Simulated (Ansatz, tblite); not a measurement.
**Mo(NH)2(NH2)2 (MoN4H6): charged states by level of theory**

Aim: the energy of removing and adding an electron for Mo(NH)2(NH2)2 (MoN4H6), by energy differences, and how well orbital energies stand in for it.

Program: Ansatz 0.2.0, Gaussian basis. Level of theory: as each input shows. These are calculated values, not measurements.

Levels to be run: charge +1 doublet, at the geometry of the singlet (PBE0-D4/def2-TZVP, PBE-D4/def2-TZVP, r2SCAN-D4/def2-TZVP); charge -1 doublet, at the geometry of the singlet (PBE0-D4/def2-TZVPD, PBE-D4/def2-TZVPD, r2SCAN-D4/def2-TZVPD); the starting singlet's energies come from earlier runs.

1 further run of the same task is left out (set aside as unsound or not needed). Runs told in other sessions of the task aren't counted.

### 1 The relaxed structure

The singlet was relaxed beforehand with r2SCAN-D4/def2-SVP.

11 atoms, charge 0, spin multiplicity 1.

Atoms are counted from 1 here; the program's logs count them from 0.

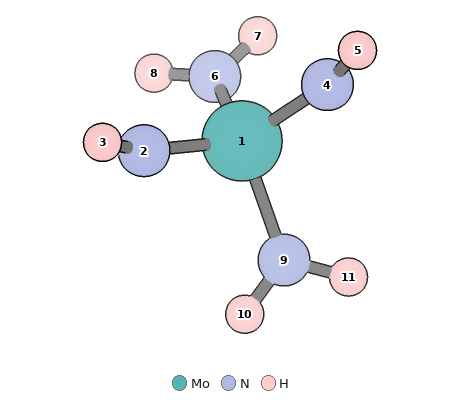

The structure; molybdenum teal, nitrogen light blue, hydrogen pink; atoms are numbered from 1 in the order of the file.

Formally the metal is d0. Mo takes a core potential in the def2 sets. No spin-orbit coupling is included.

### 2 Charge +1 doublet at the fixed geometry, first pass, PBE0-D4/def2-SVP

Input file in.yaml:

```yaml
crystal:
  periodic: [false, false, false]
  atoms:
    - {symbol: Mo, position_ang: [0.163169, -0.000895, 0.114951]}
    - {symbol: N, position_ang: [0.061845, 0.016204, 1.856905]}
    - {symbol: H, position_ang: [0.414961, 0.020559, 2.813000]}
    - {symbol: N, position_ang: [1.769022, -0.023797, -0.567374]}
    - {symbol: H, position_ang: [2.788154, -0.032838, -0.557965]}
    - {symbol: N, position_ang: [-0.702927, 1.627280, -0.522935]}
    - {symbol: H, position_ang: [-0.431729, 2.125513, -1.366254]}
    - {symbol: H, position_ang: [-1.399099, 2.148682, 0.002896]}
    - {symbol: N, position_ang: [-0.738405, -1.621651, -0.491977]}
    - {symbol: H, position_ang: [-1.443899, -2.117934, 0.045572]}
    - {symbol: H, position_ang: [-0.481092, -2.141123, -1.326809]}
basis:
  gaussian: {orbitals: def2-SVP}
total_charge: 1
magnetization: {spin_polarized: true, initial_magnetization: 1}
hamiltonian: {xc: pbe0, dispersion: d4}
output: {orbitals: {seedname: orbitals}}
```

Launch:

```
> ansatz run in.yaml --threads 4 --pin off --events-out ev --progress --plain --max-ram 3916MiB
```

The program printed:

```text
Functional definition: PBE0
  name "PBE0"
  cite "Adamo & Barone, J. Chem. Phys. 110, 6158 (1999) doi:10.1063/1.478522"
  cite "Perdew, Burke & Ernzerhof, Phys. Rev. Lett. 77, 3865 (1996) doi:10.1103/PhysRevLett.77.3865"
  parent pbe
  parameter a = 0.25
  parameter kappa = 0.804
  parameter beta = 0.06672455060314922
  exchange = (1 - a)*pbe_x(kappa = kappa, mu = beta*pi^2/3) + a*exact_x
  correlation = pbe_c(beta = beta)
1216 factors; integrals over basis functions are off by at most 9.0e-4 eV
mean field evaluation 1: about -7874.4154 eV, gradient 7.3e1 eV
mean field evaluation 2: about -7792.5791 eV, gradient 1.5e2 eV
mean field evaluation 4: about -7894.2083 eV, gradient 1.3e1 eV
mean field evaluation 8: about -7895.2665 eV, gradient 1.2e0 eV
mean field evaluation 16: about -7895.2802 eV, gradient 2.5e-2 eV
mean field evaluation 32: about -7895.0077 eV, gradient 1.4e0 eV
mean field -7895.28025843 eV, -290.1461978842 hartree, gradient 4.8e-5 eV, S^2 0.820436; 6 other end points of the search recorded, 0 dependent functions left out
reference -7895.28031772 eV, -290.1462000628 hartree; 24, 23 occupied and 93, 94 virtual orbitals, 1216 factors
Total energy: -7895.49605572 eV, -290.1541282883 hartree
```

Run time: 4.9 s. Hardware: 4 threads of Arm Neoverse V2, shared host.

From the report: HOMO -12.64 eV, LUMO -10.15 eV (over both spins); ⟨S²⟩ 0.820 (pure: 0.75).

### 3 Charge +1 doublet at the fixed geometry, PBE0-D4/def2-TZVP

start.molden holds the orbitals of an earlier run on this state, given as this run's starting guess.

in.yaml, as its differences from that of step 2:

```diff
@@ -15,3 +15,3 @@
 basis:
-  gaussian: {orbitals: def2-SVP}
+  gaussian: {orbitals: def2-TZVP, initial_orbitals: start.molden}
 total_charge: 1
@@ -19,2 +19,3 @@
 hamiltonian: {xc: pbe0, dispersion: d4}
+scf: {omitted_lower_state_checks: [starts]}
 output: {orbitals: {seedname: orbitals}}
```

Launched as before.

The program printed:

```text
Functional definition: PBE0
  name "PBE0"
  cite "Adamo & Barone, J. Chem. Phys. 110, 6158 (1999) doi:10.1063/1.478522"
  cite "Perdew, Burke & Ernzerhof, Phys. Rev. Lett. 77, 3865 (1996) doi:10.1103/PhysRevLett.77.3865"
  parent pbe
  parameter a = 0.25
  parameter kappa = 0.804
  parameter beta = 0.06672455060314922
  exchange = (1 - a)*pbe_x(kappa = kappa, mu = beta*pi^2/3) + a*exact_x
  correlation = pbe_c(beta = beta)
these checks for a lower state are left out or cut short: starts
1262 factors; their error is unknown
mean field evaluation 1: about -7899.7103 eV, gradient 9.2e1 eV
mean field evaluation 2: about -7902.7031 eV, gradient 2.8e0 eV
mean field evaluation 4: about -7902.8073 eV, gradient 3.2e-1 eV
mean field evaluation 8: about -7902.8076 eV, gradient 5.2e-5 eV
mean field -7902.80761890 eV, -290.4228232794 hartree, gradient 5.2e-5 eV, S^2 0.820216; 0 other end points of the search recorded, 0 dependent functions left out
reference -7902.80766407 eV, -290.4228249392 hartree; 24, 23 occupied and 176, 177 virtual orbitals, 1262 factors
Total energy: -7903.02340208 eV, -290.4307531647 hartree
Checks for a lower state left out: starts
```

Run time: 5.5 s. Hardware: 4 threads of Arm Neoverse V2, shared host; peak memory 0.59 GiB.

From the report: HOMO -12.64 eV, LUMO -10.18 eV (over both spins); ⟨S²⟩ 0.820 (pure: 0.75).

### 4 Charge +1 doublet at the fixed geometry, PBE-D4/def2-TZVP

in.yaml, as its differences from that of step 3:

```diff
@@ -18,3 +18,3 @@
 magnetization: {spin_polarized: true, initial_magnetization: 1}
-hamiltonian: {xc: pbe0, dispersion: d4}
+hamiltonian: {xc: pbe, dispersion: d4}
 scf: {omitted_lower_state_checks: [starts]}
```

Same command.

The program printed:

```text
Functional definition: PBE
  name "PBE"
  cite "Perdew, Burke & Ernzerhof, Phys. Rev. Lett. 77, 3865 (1996) doi:10.1103/PhysRevLett.77.3865"
  parent pbe
  parameter kappa = 0.804
  parameter beta = 0.06672455060314922
  exchange = pbe_x(kappa = kappa, mu = beta*pi^2/3)
  correlation = pbe_c(beta = beta)
these checks for a lower state are left out or cut short: starts
1192 factors; their error is unknown
mean field evaluation 1: about -7904.7150 eV, gradient 7.0e0 eV
mean field evaluation 2: about -7904.8986 eV, gradient 2.5e-1 eV
mean field evaluation 4: about -7904.8738 eV, gradient 8.4e-3 eV
mean field -7904.87374993 eV, -290.4987521942 hartree, gradient 5.1e-5 eV, S^2 0.765788; 0 other end points of the search recorded, 0 dependent functions left out
reference -7904.87381404 eV, -290.4987545501 hartree; 24, 23 occupied and 176, 177 virtual orbitals, 1192 factors
Total energy: -7905.12783451 eV, -290.5080896303 hartree
Checks for a lower state left out: starts
```

Run time: 3.3 s. Hardware: 4 threads of Arm Neoverse V2, shared host.

From the report: HOMO -11.74 eV, LUMO -10.94 eV (over both spins); ⟨S²⟩ 0.766 (pure: 0.75).

### 5 Charge +1 doublet at the fixed geometry, r2SCAN-D4/def2-TZVP

in.yaml, as its differences from that of step 4:

```diff
@@ -18,3 +18,3 @@
 magnetization: {spin_polarized: true, initial_magnetization: 1}
-hamiltonian: {xc: pbe, dispersion: d4}
+hamiltonian: {xc: r2scan, dispersion: d4}
 scf: {omitted_lower_state_checks: [starts]}
```

The command is unchanged.

The program printed:

```text
Functional definition: r2SCAN
  name "r2SCAN"
  cite "Furness, Kaplan, Ning, Perdew & Sun, J. Phys. Chem. Lett. 11, 8208 (2020) doi:10.1021/acs.jpclett.0c02405"
  cite "Furness, Kaplan, Ning, Perdew & Sun, J. Phys. Chem. Lett. 11, 9248 (2020) doi:10.1021/acs.jpclett.0c03077"
  parent r2scan
  parameter k0 = 0.174
  parameter k1 = 0.065
  parameter a1 = 4.9479
  exchange = r2scan_x(k0 = k0, k1 = k1, a1 = a1)
  correlation = r2scan_c
these checks for a lower state are left out or cut short: starts
1192 factors; their error is unknown
mean field evaluation 1: about -7908.4959 eV, gradient 4.0e0 eV
mean field evaluation 2: about -7908.5611 eV, gradient 7.6e-2 eV
mean field evaluation 4: about -7908.5409 eV, gradient 2.0e-3 eV
mean field -7908.54085246 eV, -290.6335157263 hartree, gradient 7.7e-5 eV, S^2 0.794453; 0 other end points of the search recorded, 0 dependent functions left out
reference -7908.54087311 eV, -290.6335164852 hartree; 24, 23 occupied and 176, 177 virtual orbitals, 1192 factors
Total energy: -7908.60287240 eV, -290.6357949171 hartree
Checks for a lower state left out: starts
```

Wall time 8.5 s (4 threads of Arm Neoverse V2, shared host).

HOMO -11.83 eV, LUMO -10.82 eV (over both spins); ⟨S²⟩ 0.794 (pure: 0.75).

### 6 Vertical ionisation energy

Charged state less starting state, singlet to doublet; the starting state's energies are those of its earlier runs.

```csv
level,vertical ionisation energy (eV),time
PBE-D4/def2-TZVP,+8.16,5.1 s
r2SCAN-D4/def2-TZVP,+8.23,12 s
PBE0-D4/def2-TZVP,+8.40,7.9 s
```

Times add the two runs; a level without a time comes out of a correlated run.

Beside −ε(HOMO) of the starting state:

```csv
level,−ε(HOMO) (eV),by difference (eV),mismatch (eV)
PBE-D4/def2-TZVP,5.31,8.16,-2.84
r2SCAN-D4/def2-TZVP,5.58,8.23,-2.65
PBE0-D4/def2-TZVP,6.58,8.40,-1.83
```

### 7 Charge -1 doublet at the fixed geometry, first pass, PBE0-D4/def2-SVP

in.yaml, as its differences from that of step 5:

```diff
@@ -15,7 +15,6 @@
 basis:
-  gaussian: {orbitals: def2-TZVP, initial_orbitals: start.molden}
-total_charge: 1
+  gaussian: {orbitals: def2-SVP}
+total_charge: -1
 magnetization: {spin_polarized: true, initial_magnetization: 1}
-hamiltonian: {xc: r2scan, dispersion: d4}
-scf: {omitted_lower_state_checks: [starts]}
+hamiltonian: {xc: pbe0, dispersion: d4}
 output: {orbitals: {seedname: orbitals}}
```

Launched as before.

The program printed, cut to the lines that bear on the results:

```text
Functional definition: PBE0
  name "PBE0"
  cite "Adamo & Barone, J. Chem. Phys. 110, 6158 (1999) doi:10.1063/1.478522"
  cite "Perdew, Burke & Ernzerhof, Phys. Rev. Lett. 77, 3865 (1996) doi:10.1103/PhysRevLett.77.3865"
  parent pbe
[...]
1216 factors; integrals over basis functions are off by at most 9.0e-4 eV
[...]
mean field -7902.24861478 eV, -290.4022802569 hartree, gradient 1.7e-6 eV, S^2 0.757109; 7 other end points of the search recorded, 0 dependent functions left out
reference -7902.24867127 eV, -290.4022823325 hartree; 25, 24 occupied and 92, 93 virtual orbitals, 1216 factors
Total energy: -7902.51919110 eV, -290.4122237529 hartree
```

Wall time 12 s (4 threads of Arm Neoverse V2, shared host).

From the report: HOMO 3.23 eV, LUMO 4.79 eV (over both spins); ⟨S²⟩ 0.757 (pure: 0.75). Doubts: highest occupied level lies above zero.

### 8 Charge -1 doublet at the fixed geometry, PBE0-D4/def2-TZVPD

in.yaml, as its differences from that of step 7:

```diff
@@ -15,3 +15,3 @@
 basis:
-  gaussian: {orbitals: def2-SVP}
+  gaussian: {orbitals: def2-TZVPD, initial_orbitals: start.molden}
 total_charge: -1
@@ -19,2 +19,3 @@
 hamiltonian: {xc: pbe0, dispersion: d4}
+scf: {omitted_lower_state_checks: [starts]}
 output: {orbitals: {seedname: orbitals}}
```

The command is unchanged.

The program printed, cut to the lines that bear on the results:

```text
Functional definition: PBE0
  name "PBE0"
  cite "Adamo & Barone, J. Chem. Phys. 110, 6158 (1999) doi:10.1063/1.478522"
  cite "Perdew, Burke & Ernzerhof, Phys. Rev. Lett. 77, 3865 (1996) doi:10.1103/PhysRevLett.77.3865"
  parent pbe
[...]
1400 factors; their error is unknown
[...]
mean field -7910.48257116 eV, -290.7048725726 hartree, gradient 4.0e-6 eV, S^2 0.755598; 0 other end points of the search recorded, 0 dependent functions left out
reference -7910.48262599 eV, -290.7048745874 hartree; 25, 24 occupied and 217, 218 virtual orbitals, 1400 factors
Total energy: -7910.75314582 eV, -290.7148160078 hartree
Checks for a lower state left out: starts
```

Run time: 53 s. Hardware: 4 threads of Arm Neoverse V2, shared host; peak memory 1.1 GiB.

Report: HOMO 2.35 eV, LUMO 3.64 eV (over both spins); ⟨S²⟩ 0.756 (pure: 0.75). Doubts: highest occupied level lies above zero.

### 9 Charge -1 doublet at the fixed geometry, PBE-D4/def2-TZVPD

in.yaml, as its differences from that of step 8:

```diff
@@ -18,3 +18,3 @@
 magnetization: {spin_polarized: true, initial_magnetization: 1}
-hamiltonian: {xc: pbe0, dispersion: d4}
+hamiltonian: {xc: pbe, dispersion: d4}
 scf: {omitted_lower_state_checks: [starts]}
```

The command is unchanged.

The program printed:

```text
Functional definition: PBE
  name "PBE"
  cite "Perdew, Burke & Ernzerhof, Phys. Rev. Lett. 77, 3865 (1996) doi:10.1103/PhysRevLett.77.3865"
  parent pbe
  parameter kappa = 0.804
  parameter beta = 0.06672455060314922
  exchange = pbe_x(kappa = kappa, mu = beta*pi^2/3)
  correlation = pbe_c(beta = beta)
these checks for a lower state are left out or cut short: starts
1330 factors; their error is unknown
mean field evaluation 1: about -7912.0084 eV, gradient 7.0e0 eV
mean field evaluation 2: about -7912.2734 eV, gradient 7.3e-1 eV
mean field evaluation 4: about -7912.3693 eV, gradient 2.9e-2 eV
mean field evaluation 8: about -7912.3411 eV, gradient 4.0e-3 eV
mean field evaluation 16: about -7912.3411 eV, gradient 2.1e-5 eV
mean field -7912.34111022 eV, -290.7731726233 hartree, gradient 7.4e-6 eV, S^2 0.750967; 0 other end points of the search recorded, 0 dependent functions left out
reference -7912.34117020 eV, -290.7731748274 hartree; 25, 24 occupied and 217, 218 virtual orbitals, 1330 factors
Total energy: -7912.65910985 eV, -290.7848588940 hartree
Checks for a lower state left out: starts
```

Wall time 14 s (4 threads of Arm Neoverse V2, shared host); peak memory 0.75 GiB.

From the report: HOMO 2.45 eV, LUMO 2.51 eV (over both spins); ⟨S²⟩ 0.751 (pure: 0.75). Doubts: highest occupied level lies above zero.

### 10 Charge -1 doublet at the fixed geometry, r2SCAN-D4/def2-TZVPD

in.yaml, as its differences from that of step 9:

```diff
@@ -18,3 +18,3 @@
 magnetization: {spin_polarized: true, initial_magnetization: 1}
-hamiltonian: {xc: pbe, dispersion: d4}
+hamiltonian: {xc: r2scan, dispersion: d4}
 scf: {omitted_lower_state_checks: [starts]}
```

Launched as before.

The program printed, cut to the lines that bear on the results:

```text
Functional definition: r2SCAN
  name "r2SCAN"
  cite "Furness, Kaplan, Ning, Perdew & Sun, J. Phys. Chem. Lett. 11, 8208 (2020) doi:10.1021/acs.jpclett.0c02405"
  cite "Furness, Kaplan, Ning, Perdew & Sun, J. Phys. Chem. Lett. 11, 9248 (2020) doi:10.1021/acs.jpclett.0c03077"
  parent r2scan
[...]
1330 factors; their error is unknown
[...]
mean field -7915.93761314 eV, -290.9053416677 hartree, gradient 2.9e-6 eV, S^2 0.754573; 0 other end points of the search recorded, 0 dependent functions left out
reference -7915.93764580 eV, -290.9053428679 hartree; 25, 24 occupied and 217, 218 virtual orbitals, 1330 factors
Total energy: -7916.01697148 eV, -290.9082580328 hartree
Checks for a lower state left out: starts
```

Run time: 36 s. Hardware: 4 threads of Arm Neoverse V2, shared host; peak memory 0.84 GiB.

HOMO 2.57 eV, LUMO 2.80 eV (over both spins); ⟨S²⟩ 0.755 (pure: 0.75). Doubts: highest occupied level lies above zero.

### 11 Vertical electron affinity

Starting state less charged state (positive: the electron is bound), singlet to doublet; the starting state's energies are those of its earlier runs.

```csv
level,vertical electron affinity (eV),time
PBE-D4/def2-TZVPD,-0.71,17 s
r2SCAN-D4/def2-TZVPD,-0.87,41 s
PBE0-D4/def2-TZVPD,-0.74,56 s
```

Times add the two runs; a level without a time comes out of a correlated run.

Beside −ε(LUMO) of the starting state:

```csv
level,−ε(LUMO) (eV),by difference (eV),mismatch (eV)
PBE-D4/def2-TZVPD,1.77,-0.71,+2.49
r2SCAN-D4/def2-TZVPD,1.66,-0.87,+2.53
PBE0-D4/def2-TZVPD,0.97,-0.74,+1.71
```

### 12 Results

| quantity | value |
| --- | --- |
| vertical ionisation energy, functionals in def2-TZVP | 8.16 (PBE-D4) to 8.40 eV (PBE0-D4) |
| vertical electron affinity, functionals in def2-TZVPD | -0.87 (r2SCAN-D4) to -0.71 eV (PBE-D4) |

The vertical ionisation energy spans 8.16 to 8.40 eV over the functionals. −ε(HOMO) misses the level's own difference by -1.83 eV at best (PBE0-D4) and -2.84 eV at worst (PBE-D4). The vertical electron affinity spans -0.87 to -0.71 eV over the functionals. A negative affinity means an unbound electron, held by the basis alone. −ε(LUMO) misses the level's own difference by +1.71 eV at best (PBE0-D4) and +2.53 eV at worst (r2SCAN-D4). The charged states' spins were chosen beforehand and needn't be their lowest.
